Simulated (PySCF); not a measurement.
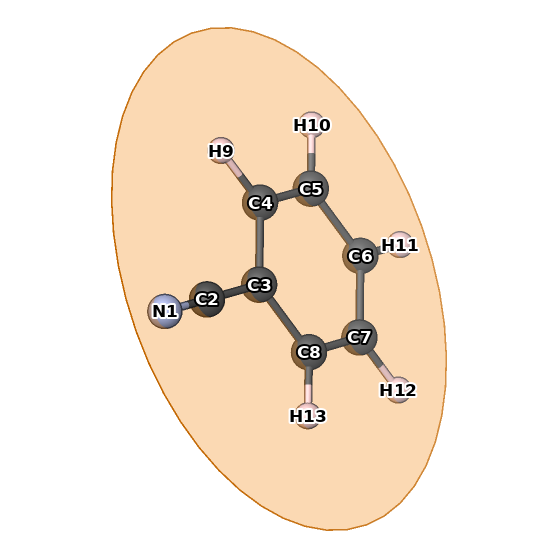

A disc through the centre of mass is drawn in. Distant atoms are faded towards the background colour. The geometry was computed by an optimisation with PBE0-D3(BJ)/def2-SVP. No frequency run is at hand to confirm it as a minimum.

Is the plane of the disc a mirror plane of the structure?

Yes. The reflection leaves N1, C2, C3, C4, C5, C6, C7, C8, H9, H10, H11, H12, H13 in place. The point group is C2v.
